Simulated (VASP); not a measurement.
Band structure of AlInSb2 (space group P-4m2). Calculation: modified Becke-Johnson potential (mBJ) with spin-orbit coupling, VASP's PBE PAW potentials (set 64) (plane waves; VASP).

mBJ is a potential without an energy functional, so only the levels count.

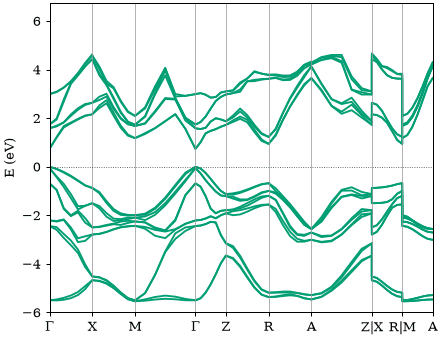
Bands along high-symmetry lines, zero at the valence-band maximum or, without a gap, the Fermi level

Read the plot: is there a gap, and where are the band edges?

The gap is direct, 0.74 eV, from the valence maximum at Γ to the conduction minimum at Γ.

The structure comes from a computed database's AlInSb2 entry (P-4m2); how it stands against other phases isn't given here. It was relaxed first. The cell's shape comes from a PBE relaxation.
